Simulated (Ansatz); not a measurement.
# CH6OSn: nudged elastic band (part 2 of 2)

The same run, continued: CH6OSn; RKS B3LYP/def2-SVP (Ansatz 0.2.0). It belongs to a series of runs on one base structure; here: band between the two ends.

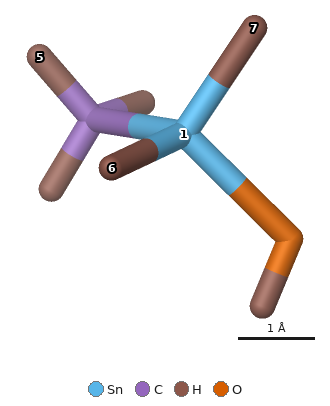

Fig. 1: The structure as given in the input (stick view, seen at a tilt; atoms are numbered from 1 in the order of the input). Sticks mark near contacts.

## The last band as extended XYZ, continued
```
9
Properties=species:S:1:pos:R:3:forces:R:3 image=6 energy=-9013.05672
Sn   -0.1492   -0.0961   -1.4266   -0.0198  -0.0328   0.0112
C     1.6290   -0.0910    2.0025   -0.0043  -0.0271  -0.0040
H     0.7615   -0.6516    1.6274   -0.0010  -0.0092  -0.0092
H     2.3751   -0.8014    2.3853    0.0138   0.0066   0.0121
H     1.3188    0.5905    2.8069   -0.0061   0.0019  -0.0013
H     2.0798    0.4925    1.1849    0.0088   0.0196   0.0079
H    -1.1683    1.1902   -0.6561   -0.0033   0.0074  -0.0057
O    -0.8986   -1.5880   -0.2844   -0.0015   0.0341  -0.0016
H    -1.5712   -1.2897    0.3448    0.0134  -0.0005  -0.0095
9
Properties=species:S:1:pos:R:3:forces:R:3 image=7 energy=-9013.07622
Sn   -0.5989   -0.2068   -1.7599   -0.0072   0.0010   0.0018
C     1.7350   -0.1606    2.0729    0.0013   0.0019  -0.0021
H     0.9781   -0.6679    1.4580    0.0023  -0.0021  -0.0011
H     2.4185   -0.9072    2.5018   -0.0005  -0.0034   0.0025
H     1.2456    0.3954    2.8857   -0.0006  -0.0024   0.0020
H     2.3106    0.5409    1.4507    0.0007  -0.0007   0.0040
H    -1.4269    1.2127   -0.9938   -0.0073   0.0012  -0.0081
O    -0.8998   -1.4314   -0.1800    0.0084  -0.0072   0.0033
H    -1.3852   -1.0197    0.5492    0.0031   0.0117  -0.0023
9
Properties=species:S:1:pos:R:3:forces:R:3 image=8 energy=-9013.08695
Sn   -0.9232   -0.1761   -1.9125    0.0032  -0.0036  -0.0062
C     1.8687   -0.2544    2.1464    0.0070  -0.0025  -0.0201
H     1.1255   -0.6367    1.4319   -0.0056  -0.0019   0.0087
H     2.3826   -1.0979    2.6296   -0.0030   0.0003   0.0054
H     1.3737    0.3585    2.9141   -0.0005  -0.0041   0.0018
H     2.6082    0.3611    1.6132    0.0067   0.0050   0.0081
H    -2.0233    1.1067   -1.2575   -0.0101   0.0039  -0.0003
O    -0.7650   -1.1543   -0.1508   -0.0007   0.0016   0.0110
H    -1.2703   -0.7516    0.5703    0.0029   0.0013  -0.0083
9
Properties=species:S:1:pos:R:3:forces:R:3 image=9 energy=-9013.09272
Sn   -1.0642   -0.0532   -1.9936    0.0026  -0.0015   0.0029
C     1.9716   -0.2959    2.2112   -0.0054   0.0013   0.0006
H     1.2325   -0.5403    1.4342    0.0000   0.0026   0.0015
H     2.1985   -1.1944    2.8034    0.0039  -0.0016  -0.0008
H     1.5732    0.4845    2.8768    0.0006  -0.0014  -0.0017
H     2.8957    0.0696    1.7396    0.0029  -0.0026   0.0023
H    -2.5760    0.7576   -1.4068   -0.0040  -0.0029  -0.0001
O    -0.6110   -0.8445   -0.1902    0.0002   0.0011  -0.0040
H    -1.2434   -0.6279    0.5101   -0.0010   0.0050  -0.0007
9
Properties=species:S:1:pos:R:3:forces:R:3 image=10 energy=-9013.09615
Sn   -1.1492    0.0788   -2.0539   -0.0003  -0.0001  -0.0005
C     2.0385   -0.3490    2.2657    0.0000  -0.0003   0.0005
H     1.2853   -0.3730    1.4646    0.0003   0.0004  -0.0001
H     2.0527   -1.3136    2.7944   -0.0002  -0.0002  -0.0003
H     1.7995    0.4521    2.9810    0.0002  -0.0003   0.0000
H     3.0321   -0.1607    1.8327   -0.0001  -0.0002   0.0000
H    -2.8978    0.2033   -1.5904   -0.0001  -0.0010  -0.0002
O    -0.5367   -0.3717   -0.1828   -0.0001   0.0011   0.0007
H    -1.2474   -0.4108    0.4734    0.0002   0.0005  -0.0001
```

This output came from the following input.

## The input
```yaml
crystal:
  periodic: [false, false, false]
  atoms:
    - { symbol: Sn, position_ang: [0.359884, 0.072083, 0.084617] }
    - { symbol: C, position_ang: [1.021671, 0.002781, 2.148754] }
    - { symbol: H, position_ang: [0.149613, 0.055331, 2.816233] }
    - { symbol: H, position_ang: [1.572094, -0.929002, 2.343583] }
    - { symbol: H, position_ang: [1.683471, 0.858036, 2.353072] }
    - { symbol: H, position_ang: [1.684131, -0.127211, -1.010403] }
    - { symbol: H, position_ang: [-0.553612, 1.483315, -0.266193] }
    - { symbol: O, position_ang: [-0.974198, -1.391451, -0.249092] }
    - { symbol: H, position_ang: [-0.566155, -2.268481, -0.235871] }
basis:
  gaussian: { orbitals: def2-SVP }
hamiltonian:
  xc: b3lyp
neb:
  order_check: false
  images: 9
  f_tol: 0.05
  max_iterations: 60
  final_atoms:
    - { symbol: Sn, position_ang: [-1.14922293, 0.07876542, -2.05389381] }
    - { symbol: C, position_ang: [2.03853349, -0.34897625, 2.2656912] }
    - { symbol: H, position_ang: [1.28525384, -0.37299078, 1.46459958] }
    - { symbol: H, position_ang: [2.0527135, -1.31356452, 2.79438876] }
    - { symbol: H, position_ang: [1.79949037, 0.45205253, 2.9810006] }
    - { symbol: H, position_ang: [3.0320557, -0.16069508, 1.83274405] }
    - { symbol: H, position_ang: [-2.89779638, 0.20331767, -1.59040313] }
    - { symbol: O, position_ang: [-0.53672762, -0.37170786, -0.18284581] }
    - { symbol: H, position_ang: [-1.24740097, -0.41080013, 0.47341856] }
  initial_path:
    images:
      - { positions_ang: [[0.359884, 0.072083, 0.084617], [1.021671, 0.002781, 2.148754], [0.149613, 0.055331, 2.816233], [1.572094, -0.929002, 2.343583], [1.683471, 0.858036, 2.353072], [1.684131, -0.127211, -1.010403], [-0.553612, 1.483315, -0.266193], [-0.974198, -1.391451, -0.249092], [-0.566155, -2.268481, -0.235871]] }
      - { positions_ang: [[0.2922518, 0.06208198, 0.06666443], [1.09272442, -0.00274262, 2.10183308], [0.19346291, -0.02449427, 2.70338088], [1.68487059, -0.89213762, 2.33194703], [1.66649548, 0.88360856, 2.34563376], [1.7271568, -0.09939568, -0.71169186], [-0.59985971, 1.47778069, -0.32666816], [-0.95602223, -1.42531976, -0.34338438], [-0.72418106, -2.2239803, -0.18301478]] }
      - { positions_ang: [[0.2246196, 0.05208095, 0.04871186], [1.16377784, -0.00826625, 2.05491216], [0.23731282, -0.10431953, 2.59052876], [1.79764718, -0.85527324, 2.32031107], [1.64951996, 0.90918113, 2.33819553], [1.77018261, -0.07158035, -0.41298072], [-0.64610743, 1.47224639, -0.38714332], [-0.93784647, -1.45918851, -0.43767676], [-0.88220713, -2.17947959, -0.13015857]] }
      - { positions_ang: [[0.15698741, 0.04207993, 0.03075929], [1.23483127, -0.01378987, 2.00799124], [0.28116273, -0.1841448, 2.47767664], [1.91042376, -0.81840885, 2.3086751], [1.63254445, 0.93475369, 2.33075729], [1.81320841, -0.04376503, -0.11426958], [-0.69235514, 1.46671208, -0.44761848], [-0.9196707, -1.49305727, -0.53196914], [-1.04023319, -2.13497889, -0.07730235]] }
      - { positions_ang: [[0.08935521, 0.03207891, 0.01280672], [1.30588469, -0.01931349, 1.96107032], [0.32501265, -0.26397007, 2.36482452], [2.02320035, -0.78154447, 2.29703913], [1.61556893, 0.96032626, 2.32331906], [1.85623422, -0.0159497, 0.18444156], [-0.73860285, 1.46117778, -0.50809364], [-0.90149494, -1.52692602, -0.62626152], [-1.19825925, -2.09047818, -0.02444613]] }
      - { positions_ang: [[0.02172301, 0.02207788, -0.00514585], [1.37693811, -0.02483711, 1.9141494], [0.36886256, -0.34379533, 2.2519724], [2.13597694, -0.74468009, 2.28540317], [1.59859341, 0.98589882, 2.31588082], [1.89926002, 0.01186562, 0.4831527], [-0.78485057, 1.45564347, -0.5685688], [-0.88331917, -1.56079478, -0.7205539], [-1.35628532, -2.04597748, 0.02841008]] }
      - { positions_ang: [[-0.21246618, 0.03341539, -0.41489544], [1.50925719, -0.08966494, 1.98445776], [0.55214081, -0.34963442, 2.09449783], [2.11932425, -0.85845698, 2.38720028], [1.6387728, 0.87912956, 2.44890477], [2.12581916, -0.02264652, 0.75307097], [-1.20743973, 1.20517831, -0.77293567], [-0.81400086, -1.32297739, -0.61301228], [-1.33450845, -1.71894201, 0.11741178]] }
      - { positions_ang: [[-0.44665537, 0.0447529, -0.82464503], [1.64157626, -0.15449277, 2.05476612], [0.73541907, -0.35547351, 1.93702327], [2.10267156, -0.97223386, 2.4889974], [1.67895219, 0.7723603, 2.58192873], [2.35237829, -0.05715866, 1.02298924], [-1.63002889, 0.95471315, -0.97730254], [-0.74468255, -1.08516001, -0.50547066], [-1.31273158, -1.39190654, 0.20641347]] }
      - { positions_ang: [[-0.68084455, 0.05609041, -1.23439463], [1.77389534, -0.21932059, 2.12507448], [0.91869733, -0.3613126, 1.77954871], [2.08601888, -1.08601075, 2.59079452], [1.71913159, 0.66559105, 2.71495269], [2.57893743, -0.0916708, 1.29290751], [-2.05261805, 0.70424799, -1.1816694], [-0.67536424, -0.84734263, -0.39792905], [-1.29095471, -1.06487107, 0.29541517]] }
      - { positions_ang: [[-0.91503374, 0.06742791, -1.64414422], [1.90621442, -0.28414842, 2.19538284], [1.10197558, -0.36715169, 1.62207414], [2.06936619, -1.19978764, 2.69259164], [1.75931098, 0.55882179, 2.84797664], [2.80549657, -0.12618294, 1.56282578], [-2.47520721, 0.45378283, -1.38603627], [-0.60604593, -0.60952524, -0.29038743], [-1.26917784, -0.7378356, 0.38441687]] }
      - { positions_ang: [[-1.14922293, 0.07876542, -2.05389381], [2.03853349, -0.34897625, 2.2656912], [1.28525384, -0.37299078, 1.46459958], [2.0527135, -1.31356452, 2.79438876], [1.79949037, 0.45205253, 2.9810006], [3.0320557, -0.16069508, 1.83274405], [-2.89779638, 0.20331767, -1.59040313], [-0.53672762, -0.37170786, -0.18284581], [-1.24740097, -0.41080013, 0.47341856]] }
```

Launch command:
```bash
ansatz run input.yaml --threads 2 --pin off --max-ram 3072MiB --backend cpu --events-out ev --progress --plain --runs-dir out
```

## Results in brief

| quantity | value |
| --- | --- |
| outcome | converged |
| barrier, forward | 2.409 eV |
| barrier, backward | 2.900 eV |
| hardware | 2 threads of Arm Neoverse V1, 24 GiB of memory available, shared host |
| wall time | 10 min (CPU time 19 min) |
| peak memory | 0.18 GiB |

## Remarks

The order of the saddle point was not checked.
